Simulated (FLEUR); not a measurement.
**How far to go with the basis cutoff: CuAu (P4mm, 2 atoms in the cell)**

```yaml
crystal:
  lattice:
    - [2.81400, 0.00000, 0.00000]
    - [0.00000, 2.81400, 0.00000]
    - [0.00000, 0.00000, 3.68835]
  atoms:
    - { symbol: Cu, position: [0.00000, 0.00000, 0.01356] }
    - { symbol: Au, position: [0.50000, 0.50000, 0.50000] }
```

Level of theory: PBEsol, all-electron FLAPW (FLEUR), scalar-relativistic valence in FLEUR.

Base settings: Kmax = 4.3 1/bohr; GmaxXC = 17.2 1/bohr; xcFunctional = PBEs; jspins = 1; l_soc = F; mode = hist; fermiSmearingEnergy = 0.00367493 Htr; mesh (inpgen div1-3) = 4 4 3; inpgen gamma flag = true; Gmax = 17.2 1/bohr.

Moved along: Gmax, GmaxXC.

The second cell is the first with its lattice scaled by 0.98.

The mesh stays at the base's, so the ladder's end is converged at best in this setting alone.

Only quantities that move along the ladder and can be compared are tabulated.

These are the values that this program gave, and no reference: the default basis lacks the next d shell.

Core times come from one kind of shared machine, to one figure; runs under 30 s give none.

The starting cell has typed, rounded lattice constants, without a prior relaxation at this level. Its lattice was rescaled by up to half a per cent. One atom was moved a little off its site on purpose. Spin polarisation is off. Values depend on the basis (sphere radii, cutoffs, local orbitals), which need not be converged.

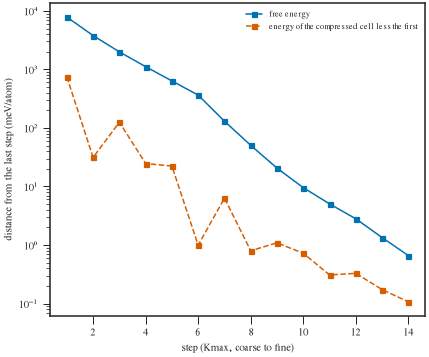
Distance from the last step along the ladder; very small values are drawn at a floor.

```csv
Kmax,free energy less the last step's (meV/atom),energy of the compressed cell less the first (meV/atom),largest difference of a force vector from the last step's (eV/Å),core time / last (rough)
2.54 1/bohr,7840.76,-735.84,1.166,0.3
2.72 1/bohr,3789.31,44.28,0.170,–
2.88 1/bohr,1995.61,-112.18,0.029,0.3
3.04 1/bohr,1114.24,-11.73,0.039,–
3.19 1/bohr,635.91,-9.34,0.038,0.3
3.33 1/bohr,363.95,13.96,0.017,0.3
3.6 1/bohr,130.67,6.62,0.002,0.2
3.85 1/bohr,50.47,12.17,0.001,0.3
4.08 1/bohr,20.59,14.05,0.000,0.4
4.3 1/bohr,9.55,13.69,0.001,0.6
4.51 1/bohr,5.05,13.27,0.001,0.5
4.71 1/bohr,2.80,13.29,0.001,0.6
5 1/bohr,1.34,13.14,0.000,0.8
5.27 1/bohr,0.66,13.07,0.000,0.7
5.69 1/bohr,0.00,12.96,0.000,1
```

State of the free energy at the end of the ladder: still drifting one way, by 1.3 meV/atom over the last two steps, so the last step is no safe reference.

Coarsest Kmax that holds the forces within 0.01 eV/Å of the last step, with all finer ones: 3.6 1/bohr, at about 0.2 of the last step's time; the step before is off by 0.017 eV/Å.

Coarsest Kmax that holds the energy of the compressed cell less the first within 2 meV/atom of the last step, with all finer ones: 3.85 1/bohr, at about 0.3 of the last step's time; the step before is off by 6.3 meV/atom.

The energy difference between the two cells stays within 1 meV/atom of the last step's from 4.3 1/bohr on, the total only from 5.27 1/bohr on: much of the error is common to both cells and cancels.
